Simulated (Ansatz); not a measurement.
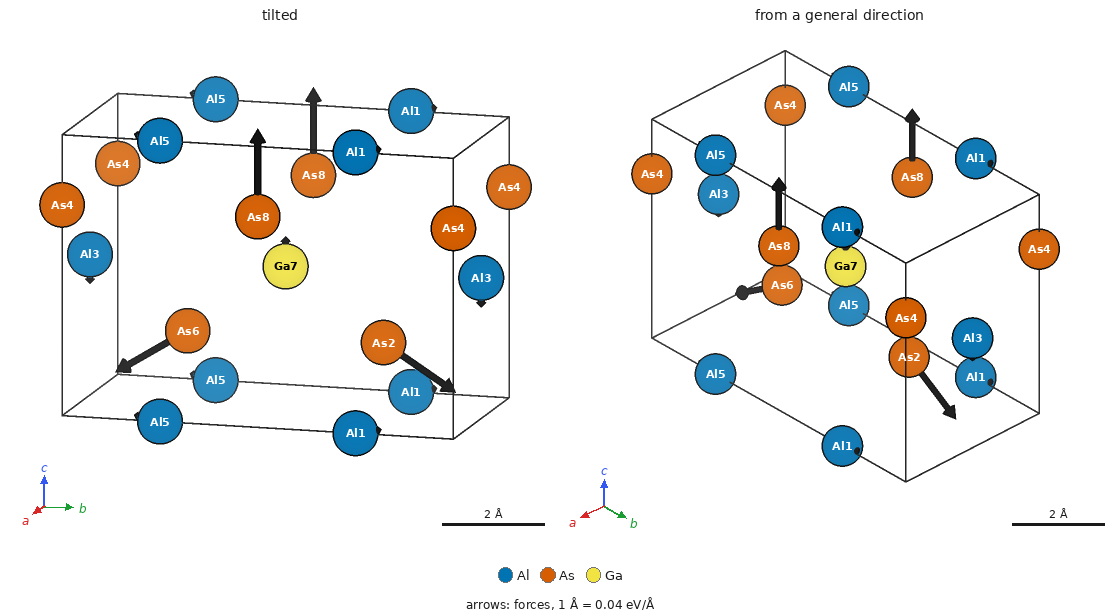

A spheres-only rendering, viewed slightly off an axis and from a general direction. The wireframe shows the simulation cell. The arrows are the computed forces on the atoms.

System: Al3GaAs4. The calculation: DFT, PBE, plane waves, PAW in Ansatz 0.2.0, with plane-wave cutoff 420 eV, Brillouin-zone sampling on a 6×4×4 mesh, Fermi-Dirac smearing of 0.02 eV, no spin polarisation.

Q: Are the atoms in equilibrium?

A: No. The atoms still feel forces of up to about 0.055 eV/Å, above a usual threshold of 0.01 to 0.03 eV/Å.

Starting structure: a structure type filled with these elements by a generator (whether the compound takes this form wasn't checked). Earlier steps of the study may have refined or changed the cell and positions. It was run through Ansatz as a DFT input.
